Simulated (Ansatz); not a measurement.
**Profile along the W–C line in WC (WC type, space group P-6m2)**

WC (WC type, space group P-6m2)

Space group P-6m2 (No. 187); a = 2.922 Å, b = 2.922 Å, c = 2.847 Å, α = 90.00°, β = 90.00°, γ = 120.00°

| atom | site | symmetry | x | y | z |
|---|---|---|---|---|---|
| W | 1a | -6m2 | 0.0000 | 0.0000 | 0.0000 |
| C | 1f | -6m2 | 0.6667 | 0.3333 | 0.5000 |

Fields along a shortest W–C line of a (-1 2 -1 0) plane (2.21 Å), from W to C, interpolated on the slice's grid (step about 0.2 Å). Method: PBE (plane waves to 420 eV, PAW, scalar-relativistic; Ansatz, a quantum-chemistry and plane-wave program). k mesh 18×18×16. Inside the PAW spheres the values are not all-electron values, and peaks at nuclei hang on which shells count as valence. Spin-orbit coupling is left out, though W is heavy. The PAW data are Ansatz's earlier set. WC is run without spin polarisation. WC was relaxed with its symmetry unable to fall.

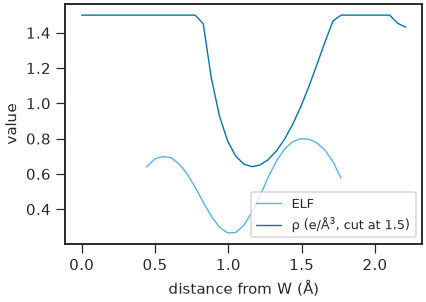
Fig. 1. ELF (away from the nuclei) and valence density from W to C.

Density on the W–C line (2.21 Å) at its density minimum, 1.2 Å from W: 0.64 e/Å³. ELF at that point: 0.4.
